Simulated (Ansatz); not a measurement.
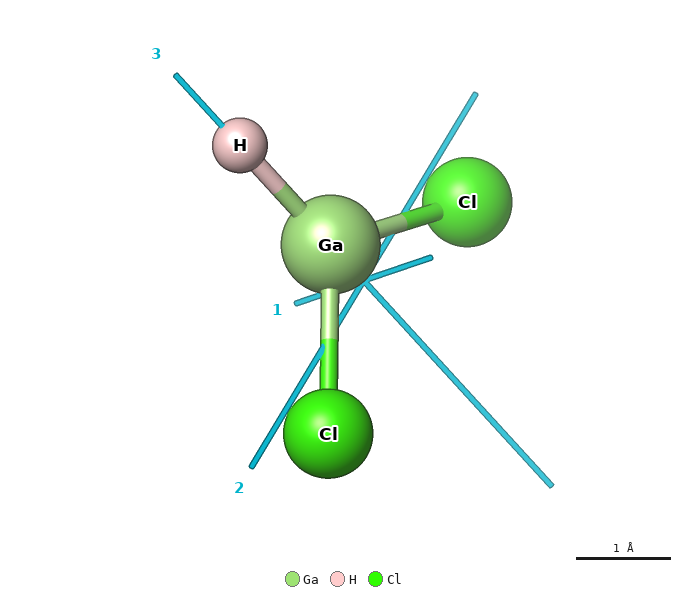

The three principal axes of inertia are drawn and numbered. Atoms fade into the background with distance from the viewer. The computed structure is the end point of a PBE0-D4/def2-TZVP optimisation. Masses are those of the most abundant isotopes; constants are for the rigid equilibrium geometry.

> Which line is the a axis (least moment of inertia), which b and which c?

a is line 2, b is line 3, c is line 1; the moments are 49.7, 226, 275 u Å².

> What kind of rotor is it, and what are its rotational constants in cm⁻¹?

An asymmetric top (C2v): A = 0.339, B = 0.0747, C = 0.0612 cm⁻¹. Ray's parameter κ is −0.90, close to the prolate limit.
